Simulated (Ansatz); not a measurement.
**Geometry relaxation of GeSiH₆F₂**

System: GeSiH₆F₂.
Method: RKS PBE/def2-SVP (Ansatz 0.2.0).

The input holds or restrains some coordinates. It belongs to a series of runs on one base structure; here: pulled along the bonds that form and break, towards end B. Figures and captions count atoms from 1; the log counts them from 0 in places.

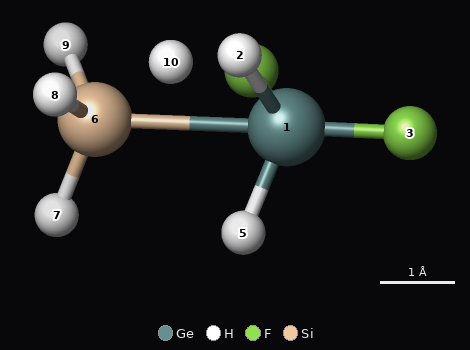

The structure as given in the input (ball-and-stick view, seen at a tilt; atoms are numbered from 1 in the order of the input). Sticks mark near contacts. Bond lengths as drawn: F–Ge 1.68 Å, Ge–H 1.55 to 1.90 Å, Ge–Si 2.61 Å and H–Si 1.46 Å.

**Input**
```yaml
crystal:
  periodic: [false, false, false]
  atoms:
    - { symbol: Ge, position_ang: [0.0, 0.0, 0.0] }
    - { symbol: H, position_ang: [0.0, 0.0, 1.9] }
    - { symbol: F, position_ang: [1.5842, 0.0, -0.5594] }
    - { symbol: F, position_ang: [-0.7913, 1.3709, -0.5594] }
    - { symbol: H, position_ang: [-0.73, -1.2648, -0.5162] }
    - { symbol: Si, position_ang: [-2.4768, 0.0079, 0.823] }
    - { symbol: H, position_ang: [-3.2675, -0.9008, -0.0021] }
    - { symbol: H, position_ang: [-2.5293, -0.4296, 2.2149] }
    - { symbol: H, position_ang: [-3.0212, 1.3585, 0.7172] }
    - { symbol: H, position_ang: [-0.97, 0.0031, 1.9684] }
basis:
  gaussian: { orbitals: def2-SVP }
hamiltonian:
  xc: pbe
relax:
  f_tol: 0.15
  max_steps: 25
  restrain:
    - { distance: [0, 5], at: 2.31, k: 30.0 }
    - { distance: [9, 1], at: 0.66, k: 30.0 }
    - { distance: [0, 1], at: 2.75, k: 30.0 }
    - { distance: [9, 5], at: 2.66, k: 30.0 }
```

Run as:
```bash
ansatz run input.yaml --threads 4 --pin off --max-ram 5120MiB --backend cpu --events-out ev --progress --plain --runs-dir out
```

**Output**
```
The last accepted step is kept in [file] (removed where the run ends without a failure and the disk answers)
Engine: ansatz 0.2.0, aarch64-unknown-linux-gnu
Functional definition: PBE
  parameter kappa = 0.804
  parameter beta = 0.06672455060314922
  exchange = pbe_x(kappa = kappa, mu = beta*pi^2/3)
  correlation = pbe_c(beta = beta)
1191 factors; their error is unknown
mean field evaluation 1: about -69886.7509 eV, gradient 5.0e1 eV
mean field evaluation 2: about -69865.6010 eV, gradient 1.1e2 eV
mean field evaluation 4: about -69890.1596 eV, gradient 2.1e1 eV
mean field evaluation 8: about -69891.4403 eV, gradient 4.0e-1 eV
mean field evaluation 16: about -69891.3530 eV, gradient 2.4e-4 eV
mean field -69891.35297935 eV, -2568.4598479306 hartree, gradient 1.3e-5 eV, S^2 0.000000; 1 other end points of the search recorded, 0 dependent functions left out
the calculation of the forces begins
reference -69891.35301621 eV, -2568.4598492852 hartree; 35, 35 occupied and 73, 73 virtual orbitals, 1191 factors
relax step   1: F+E_penalty+E_count = -69891.35297935 eV  Δ(F+E_penalty+E_count) = +0.000e0 eV  max|allowed force component| = 3.446e0 eV/Å  E_restraint = 22.48188857 eV  max|allowed force component, restraints' pulls added| = 2.667e1 eV/Å  Δτ_max = 0.0000 Å  (45 SCF iters, accepted)
  distance Ge 0 - Si 5 = 2.6100 Å
  distance H 9 - H 1 = 0.9724 Å
  distance Ge 0 - H 1 = 1.9000 Å
  distance H 9 - Si 5 = 1.8927 Å
these checks for a lower state are left out or cut short: starts, cluster_reference, orbital_swaps, neighbouring_geometries, increment
1191 factors; their error is unknown
mean field evaluation 32: about -69891.8175 eV, gradient 1.1e-5 eV
mean field -69891.81750428 eV, -2568.4769189067 hartree, gradient 1.1e-5 eV, S^2 0.000000; 0 other end points of the search recorded, 0 dependent functions left out
[... from here on the field's lines of each further geometry are left out, up to the last ...]
relax step   2: F+E_penalty+E_count = -69891.81750428 eV  Δ(F+E_penalty+E_count) = -4.645e-1 eV  max|allowed force component| = 3.631e0 eV/Å  E_restraint = 9.28626399 eV  max|allowed force component, restraints' pulls added| = 1.720e1 eV/Å  Δτ_max = 0.1947 Å  (41 SCF iters, accepted)
relax step   3: F+E_penalty+E_count = -69892.40644661 eV  Δ(F+E_penalty+E_count) = -5.889e-1 eV  max|allowed force component| = 5.316e0 eV/Å  E_restraint = 2.28010172 eV  max|allowed force component, restraints' pulls added| = 8.521e0 eV/Å  Δτ_max = 0.1948 Å  (34 SCF iters, accepted)
relax step   4: F+E_penalty+E_count = -69893.71176794 eV  Δ(F+E_penalty+E_count) = -1.305e0 eV  max|allowed force component| = 5.073e0 eV/Å  E_restraint = 0.29010876 eV  max|allowed force component, restraints' pulls added| = 5.205e0 eV/Å  Δτ_max = 0.1951 Å  (35 SCF iters, accepted)
relax step   5: F+E_penalty+E_count = -69894.80158543 eV  Δ(F+E_penalty+E_count) = -1.090e0 eV  max|allowed force component| = 3.361e0 eV/Å  E_restraint = 0.05881295 eV  max|allowed force component, restraints' pulls added| = 2.119e0 eV/Å  Δτ_max = 0.1942 Å  (35 SCF iters, accepted)
relax step   6: F+E_penalty+E_count = -69895.29236029 eV  Δ(F+E_penalty+E_count) = -4.908e-1 eV  max|allowed force component| = 1.781e0 eV/Å  E_restraint = 0.09759872 eV  max|allowed force component, restraints' pulls added| = 1.104e0 eV/Å  Δτ_max = 0.1949 Å  (29 SCF iters, accepted)
relax step   7: F+E_penalty+E_count = -69895.59564233 eV  Δ(F+E_penalty+E_count) = -3.033e-1 eV  max|allowed force component| = 1.254e0 eV/Å  E_restraint = 0.11725378 eV  max|allowed force component, restraints' pulls added| = 1.489e0 eV/Å  Δτ_max = 0.1950 Å  (29 SCF iters, accepted)
relax step   8: F+E_penalty+E_count = -69895.77049013 eV  Δ(F+E_penalty+E_count) = -1.748e-1 eV  max|allowed force component| = 1.493e0 eV/Å  E_restraint = 0.08414348 eV  max|allowed force component, restraints' pulls added| = 1.008e0 eV/Å  Δτ_max = 0.1949 Å  (29 SCF iters, accepted)
relax step   9: F+E_penalty+E_count = -69895.95070187 eV  Δ(F+E_penalty+E_count) = -1.802e-1 eV  max|allowed force component| = 1.145e0 eV/Å  E_restraint = 0.14158825 eV  max|allowed force component, restraints' pulls added| = 1.943e0 eV/Å  Δτ_max = 0.1909 Å  (33 SCF iters, accepted)
relax step  10: F+E_penalty+E_count = -69896.00127270 eV  Δ(F+E_penalty+E_count) = -5.057e-2 eV  max|allowed force component| = 1.335e0 eV/Å  E_restraint = 0.08576214 eV  max|allowed force component, restraints' pulls added| = 5.010e-1 eV/Å  Δτ_max = 0.1915 Å  (28 SCF iters, accepted)
relax step  11: F+E_penalty+E_count = -69896.05686280 eV  Δ(F+E_penalty+E_count) = -5.559e-2 eV  max|allowed force component| = 1.368e0 eV/Å  E_restraint = 0.07785008 eV  max|allowed force component, restraints' pulls added| = 2.326e-1 eV/Å  Δτ_max = 0.1999 Å  (27 SCF iters, accepted)
relax step  12: F+E_penalty+E_count = -69896.09457279 eV  Δ(F+E_penalty+E_count) = -3.771e-2 eV  max|allowed force component| = 1.305e0 eV/Å  E_restraint = 0.08257494 eV  max|allowed force component, restraints' pulls added| = 3.841e-1 eV/Å  Δτ_max = 0.1943 Å  (27 SCF iters, accepted)
the calculation of the forces begins
reference -69896.09763352 eV, -2568.6342107554 hartree; 35, 35 occupied and 73, 73 virtual orbitals, 1191 factors
relax step  13: F+E_penalty+E_count = -69896.09759864 eV  Δ(F+E_penalty+E_count) = -3.026e-3 eV  max|allowed force component| = 1.474e0 eV/Å  E_restraint = 0.06893347 eV  max|allowed force component, restraints' pulls added| = 6.224e-2 eV/Å  Δτ_max = 0.1309 Å  (28 SCF iters, accepted)
  distance Ge 0 - Si 5 = 2.3341 Å
  distance H 9 - H 1 = 0.7226 Å
  distance Ge 0 - H 1 = 2.7576 Å
  distance H 9 - Si 5 = 2.6660 Å
1191 factors; their error is unknown
mean field evaluation 128: about -69896.0976 eV, gradient 3.3e-4 eV
```

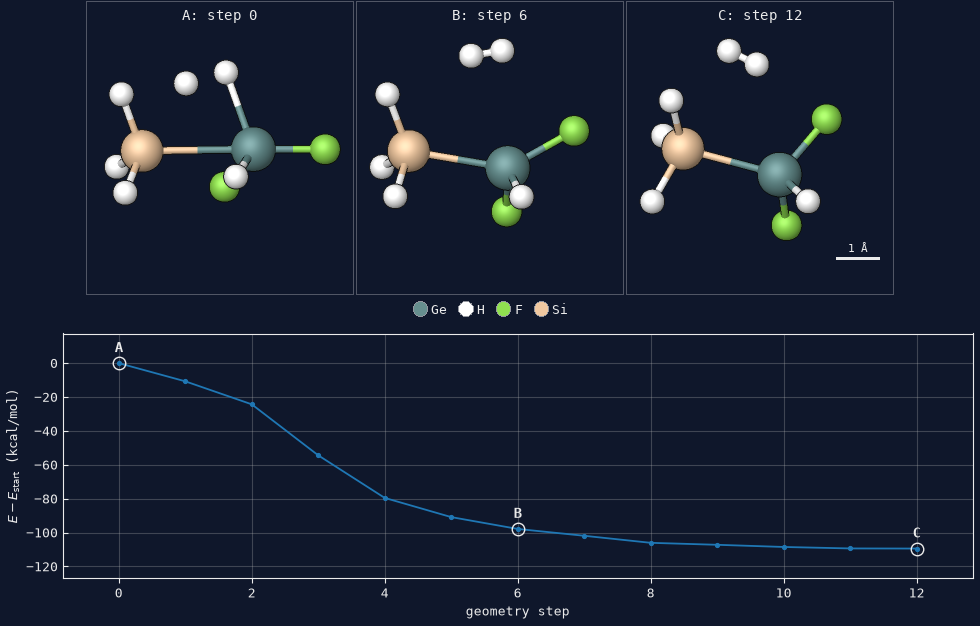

Frames of the restrained relaxation (ball-and-stick view, seen on its broad side) above the curves, on which the letters mark them (the first geometry is step 0 here and step 1 in the log).

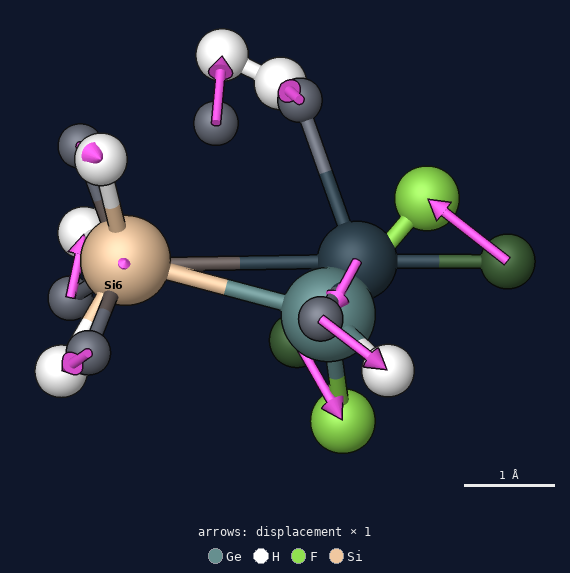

Start (faint) and end (solid) with the displacements as pink arrows, at true length (ball-and-stick view, seen on its broad side). The two geometries are laid on each other by the best rigid fit. Over 12 geometry steps the energy falls by 109.4 kcal/mol. Largest force component: 3.4 eV/Å at the start, 1.5 eV/Å at the end. The largest move after the best rigid fit is that of F3, 1.14 Å. By element the largest moves are F 1.14 Å, H 0.97 Å, Ge 0.75 Å, Si 0.10 Å. Among the contacts that change: Ge1–H2 1.900 → 2.758 Å, Ge1–Si6 2.610 → 2.334 Å, H2–H10 0.972 → 0.723 Å, Ge1–F3 1.680 → 1.765 Å. New bonds form: H2–H10 (0.97 → 0.72 Å). Among the angles that change: F3–Ge1–Si6 178.9° → 114.2°, H5–Ge1–Si6 70.1° → 121.6°, F4–Ge1–Si6 69.8° → 104.8°. (Atoms are counted from 1 in the order of the input.)

```
mean field -69896.09759864 eV, -2568.6342094734 hartree, gradient 1.7e-5 eV, S^2 0.000000; 1 other end points of the search recorded, 0 dependent functions left out
the calculation of the forces begins
reference -69896.09763352 eV, -2568.6342107554 hartree; 35, 35 occupied and 73, 73 virtual orbitals, 1191 factors
Total energy: -69896.09763352 eV, -2568.6342107554 hartree
Atom 0 at    -0.543313    -0.228872    -0.476630 Å, force     0.506830    -0.040134    -0.632743 eV/Å
Atom 1 at    -0.073729     0.402233     2.166379 Å, force     1.335130    -0.102561    -1.110716 eV/Å
Atom 2 at     0.975274     0.033021     0.384449 Å, force     0.022046    -0.008579    -0.000039 eV/Å
Atom 3 at    -0.639852     1.154008    -1.561598 Å, force     0.025825     0.005529    -0.026204 eV/Å
Atom 4 at    -0.280082    -1.472580    -1.368435 Å, force    -0.009120    -0.007928     0.016162 eV/Å
Atom 5 at    -2.444225    -0.066762     0.868137 Å, force    -0.735815    -0.038276     0.267588 eV/Å
Atom 6 at    -3.584765    -0.363110    -0.068926 Å, force    -0.020199    -0.015985    -0.012860 eV/Å
Atom 7 at    -2.432975    -1.100709     1.955294 Å, force    -0.006965     0.014654     0.009755 eV/Å
Atom 8 at    -2.608423     1.324170     1.399547 Å, force     0.037512    -0.008944     0.014854 eV/Å
Atom 9 at    -0.569810     0.463802     2.688183 Å, force    -1.155244     0.202224     1.474203 eV/Å
Dipole moment:    -0.385532    -0.336142     0.185317 e Å
```

**Trajectory as extended XYZ (Å, eV, eV/Å), 13 frames, from step=1 to step=13**
```
10
Properties=species:S:1:pos:R:3:forces:R:3 step=1 energy=-69891.35298
Ge    0.0000    0.0000    0.0000   -1.0263  -2.9687   3.4462
H     0.0000    0.0000    1.9000    1.7827  -0.0170  -1.2275
F     1.5842    0.0000   -0.5594    2.7724   0.5982  -1.2672
F    -0.7913    1.3709   -0.5594    0.0775   2.8636  -1.3197
H    -0.7300   -1.2648   -0.5162    0.4691  -0.1286   0.4217
Si   -2.4768    0.0079    0.8230   -0.9165   0.0854   0.8509
H    -3.2675   -0.9008   -0.0021   -0.4396  -0.6730  -0.3476
H    -2.5293   -0.4296    2.2149   -1.2665  -0.5043   1.4236
H    -3.0212    1.3585    0.7172   -0.4459   0.7212   0.1887
H    -0.9700    0.0031    1.9684   -1.0069   0.0231  -2.1692
10
Properties=species:S:1:pos:R:3:forces:R:3 step=2 energy=-69891.81750
Ge   -0.0743   -0.0285   -0.1206   -2.4948  -1.9321   1.3295
H    -0.0062   -0.0003    2.0946    0.3354  -0.0054   1.4139
F     1.5896    0.0074   -0.5671    0.6311   0.2573   0.4606
F    -0.7955    1.4143   -0.5820    0.0309   3.6305  -2.6124
H    -0.7349   -1.2816   -0.5209    0.9647  -2.1754  -1.9655
Si   -2.5202    0.0081    0.7269    1.1893   0.7959   1.8827
H    -3.2843   -0.9196   -0.0186   -1.1571  -1.1916  -1.1827
H    -2.5459   -0.4284    2.2052    0.0261  -0.0308  -0.1141
H    -3.0301    1.3708    0.7162   -0.7184   0.7910  -0.0250
H    -0.8001    0.0029    2.0527    1.1928  -0.1392   0.8129
10
Properties=species:S:1:pos:R:3:forces:R:3 step=3 energy=-69892.40645
Ge   -0.1928   -0.0480   -0.2327    0.0531  -0.6560   1.9445
H    -0.0004    0.0049    2.2648    5.3162   0.0860   1.2256
F     1.5613    0.0066   -0.5370   -0.9344   0.1399   0.6273
F    -0.7975    1.4736   -0.6345    0.1579   3.2309  -2.4795
H    -0.7189   -1.3329   -0.5759    0.4685  -2.9564  -2.4217
Si   -2.5174    0.0204    0.6474    1.1905   0.6209   3.7040
H    -3.3015   -0.9350   -0.0388   -1.0538  -1.1783  -1.2605
H    -2.5315   -0.4247    2.1900   -0.1543   0.1340  -1.0565
H    -3.0422    1.3816    0.7139   -0.5948   0.6778  -0.1886
H    -0.6611   -0.0013    2.1890   -4.4490  -0.0988  -0.0946
10
Properties=species:S:1:pos:R:3:forces:R:3 step=4 energy=-69893.71177
Ge   -0.2950   -0.0151   -0.2229    0.1291  -2.1592   0.2980
H     0.0978    0.0142    2.4331    5.0730   0.1678   1.2557
F     1.4852    0.0171   -0.5026   -1.2326   0.1415   0.7976
F    -0.7611    1.5478   -0.7543    0.2550   1.8145  -1.7803
H    -0.7073   -1.4642   -0.7092    0.9238  -0.1303  -1.1655
Si   -2.5240    0.0307    0.6535    0.2530   0.3846   3.0300
H    -3.3117   -0.9506   -0.0751   -0.4042  -0.5241  -0.8019
H    -2.5627   -0.4302    2.1553   -0.0886   0.0902  -0.7829
H    -3.0678    1.4018    0.7008   -0.3797   0.3868  -0.1944
H    -0.5551   -0.0062    2.3077   -4.5287  -0.1718  -0.6562
10
Properties=species:S:1:pos:R:3:forces:R:3 step=5 energy=-69894.80158
Ge   -0.4322   -0.0466   -0.2246    1.0873  -0.4080  -0.7359
H     0.2181    0.0126    2.4836    3.3607   0.1566   0.7061
F     1.3682    0.0191   -0.3475   -1.0984   0.0379   0.8785
F    -0.7050    1.5476   -0.9296    0.0530   0.0655  -0.7837
H    -0.6142   -1.4729   -0.8563    0.2761   0.0941  -0.6743
Si   -2.5673    0.0553    0.7486   -0.3382   0.0413   1.1780
H    -3.2873   -0.9364   -0.1171   -0.0807   0.0647  -0.1560
H    -2.5979   -0.4524    2.1709   -0.1412  -0.0019  -0.0668
H    -3.1192    1.4380    0.6896   -0.1635   0.1057  -0.0272
H    -0.4651   -0.0190    2.3688   -2.9551  -0.1559  -0.3189
10
Properties=species:S:1:pos:R:3:forces:R:3 step=6 energy=-69895.29236
Ge   -0.4647   -0.0623   -0.2522    1.0986   0.1379  -0.8345
H     0.2772    0.0054    2.4169    1.7809   0.0812   0.1448
F     1.3308    0.0431   -0.1578   -1.1044  -0.0442   0.6716
F    -0.6980    1.5009   -1.0726    0.0175  -0.4446  -0.3781
H    -0.5852   -1.4506   -0.9720    0.1997   0.1980  -0.4718
Si   -2.5622    0.0581    0.8021   -0.4854   0.0504   0.4278
H    -3.2895   -0.9021   -0.1106   -0.0301   0.1196   0.0162
H    -2.6289   -0.4633    2.2008   -0.0584  -0.0613   0.1506
H    -3.1330    1.4386    0.7107   -0.0266   0.0373   0.0403
H    -0.4485   -0.0225    2.4211   -1.3918  -0.0743   0.2332
10
Properties=species:S:1:pos:R:3:forces:R:3 step=7 energy=-69895.59564
Ge   -0.4956   -0.0750   -0.2920    1.2536   0.4033  -0.6354
H     0.2934    0.0072    2.3431    1.1317   0.0713  -0.0266
F     1.2752    0.0535    0.0288   -1.1899  -0.0682   0.3492
F    -0.6988    1.4501   -1.1930    0.0492  -0.5575  -0.1545
H    -0.5492   -1.4161   -1.0816    0.1536   0.1226  -0.3779
Si   -2.5463    0.0574    0.8386   -0.6011   0.0210   0.1940
H    -3.2904   -0.8727   -0.0914   -0.0840   0.0770   0.0541
H    -2.6349   -0.4753    2.2321    0.0134  -0.0442   0.1076
H    -3.1187    1.4391    0.7358    0.0385   0.0250   0.0733
H    -0.4365   -0.0229    2.4659   -0.7649  -0.0503   0.4162
10
Properties=species:S:1:pos:R:3:forces:R:3 step=8 energy=-69895.77049
Ge   -0.5255   -0.0802   -0.3155    1.3368   0.2786  -0.6100
H     0.3054    0.0209    2.3075    1.4932   0.1260  -0.1641
F     1.1914    0.0663    0.2042   -1.0082  -0.0636   0.0289
F    -0.6796    1.3911   -1.2975    0.0323  -0.3975  -0.0194
H    -0.4982   -1.3777   -1.1733    0.1119   0.0936  -0.1968
Si   -2.5419    0.0502    0.8549   -0.7494  -0.0079   0.2236
H    -3.3288   -0.8502   -0.0668   -0.1022   0.0535   0.0537
H    -2.6233   -0.4901    2.2505    0.0570  -0.0192   0.0100
H    -3.0923    1.4423    0.7707    0.0506   0.0307   0.0689
H    -0.4089   -0.0275    2.4516   -1.2221  -0.0942   0.6052
10
Properties=species:S:1:pos:R:3:forces:R:3 step=9 energy=-69895.95070
Ge   -0.5295   -0.1106   -0.3967    1.1452   0.2723  -0.3925
H     0.1860    0.0327    2.2513    0.6170   0.0916  -0.0903
F     1.0984    0.0972    0.3417   -0.8251  -0.1118  -0.2763
F    -0.6541    1.3017   -1.4480    0.0336  -0.1000   0.0413
H    -0.3828   -1.3376   -1.3199    0.1096  -0.1500  -0.0940
Si   -2.5051    0.0225    0.8513   -0.9660  -0.0767   0.2557
H    -3.4669   -0.7918   -0.0025    0.1248   0.1478   0.1258
H    -2.4791   -0.5464    2.2434   -0.0292  -0.0234  -0.1500
H    -2.9851    1.4497    0.8732    0.1198  -0.0542   0.0359
H    -0.4838    0.0277    2.5927   -0.3296   0.0043   0.5444
10
Properties=species:S:1:pos:R:3:forces:R:3 step=10 energy=-69896.00127
Ge   -0.5428   -0.1406   -0.4326    0.8047  -0.0541  -0.5744
H     0.1226    0.1451    2.2338    1.3348   0.1589  -0.6297
F     1.0201    0.1021    0.3759   -0.2571  -0.0668  -0.1542
F    -0.6451    1.2666   -1.4874   -0.0189  -0.0472   0.0103
H    -0.3261   -1.3729   -1.3540    0.0478   0.0109   0.0123
Si   -2.4897   -0.0179    0.8533   -1.0012   0.0893   0.2886
H    -3.5309   -0.7042   -0.0174    0.1304   0.1674   0.0991
H    -2.4812   -0.6911    2.1989    0.0230  -0.0173  -0.1589
H    -2.8362    1.4495    0.9935    0.0743  -0.2147   0.0268
H    -0.4928    0.1087    2.6224   -1.1378  -0.0265   1.0801
10
Properties=species:S:1:pos:R:3:forces:R:3 step=11 energy=-69896.05686
Ge   -0.5366   -0.1953   -0.4482    0.5836   0.0136  -0.6232
H     0.0300    0.2798    2.2133    1.3685   0.0918  -0.8850
F     1.0185    0.0373    0.3621   -0.1202  -0.0644  -0.0140
F    -0.6484    1.2314   -1.4739    0.0079   0.0032  -0.0545
H    -0.3239   -1.4048   -1.3962    0.0468  -0.0354   0.0146
Si   -2.4674   -0.0420    0.8563   -0.8540  -0.0240   0.3262
H    -3.5515   -0.5813   -0.0545    0.0783   0.0941   0.0663
H    -2.4458   -0.8683    2.1134   -0.0255   0.0230  -0.1164
H    -2.7436    1.4139    1.1437    0.0932  -0.1657   0.0301
H    -0.5332    0.2746    2.6705   -1.1787   0.0639   1.2560
10
Properties=species:S:1:pos:R:3:forces:R:3 step=12 energy=-69896.09457
Ge   -0.5442   -0.2105   -0.4653    0.5402  -0.1279  -0.7073
H    -0.0218    0.3873    2.1852    1.2946  -0.0336  -0.9607
F     0.9932   -0.0058    0.3744    0.0071   0.0026   0.0535
F    -0.6197    1.2112   -1.5024   -0.0181  -0.0168   0.0234
H    -0.3126   -1.4226   -1.4055    0.0124  -0.0303  -0.0104
Si   -2.4596   -0.0885    0.8633   -0.8434   0.1478   0.3582
H    -3.5858   -0.4833   -0.0728    0.1145   0.0794   0.1029
H    -2.4716   -1.0184    2.0495    0.0501   0.0526  -0.1387
H    -2.6239    1.3544    1.2846   -0.0169  -0.2210  -0.0258
H    -0.5557    0.4215    2.6756   -1.1404   0.1472   1.3049
10
Properties=species:S:1:pos:R:3:forces:R:3 step=13 energy=-69896.09760
Ge   -0.5433   -0.2289   -0.4766    0.5068  -0.0401  -0.6327
H    -0.0737    0.4022    2.1664    1.3351  -0.1026  -1.1107
F     0.9753    0.0330    0.3844    0.0220  -0.0086   0.0000
F    -0.6399    1.1540   -1.5616    0.0258   0.0055  -0.0262
H    -0.2801   -1.4726   -1.3684   -0.0091  -0.0079   0.0162
Si   -2.4442   -0.0668    0.8681   -0.7358  -0.0383   0.2676
H    -3.5848   -0.3631   -0.0689   -0.0202  -0.0160  -0.0129
H    -2.4330   -1.1007    1.9553   -0.0070   0.0147   0.0098
H    -2.6084    1.3242    1.3995    0.0375  -0.0089   0.0149
H    -0.5698    0.4638    2.6882   -1.1552   0.2022   1.4742
```

**Key numbers**

- outcome: converged under the restraints of the input
- total energy: −69896.0976 eV
- mean-field energy: −69896.0976 eV
- largest force (length of the vector) at the end, held atoms and coordinates included: 1.884 eV/Å
- hardware: 4 threads of Arm Neoverse V1, 24 GiB of memory available, shared host
- wall time: 16 s (CPU time 57 s)
- peak memory: 0.16 GiB
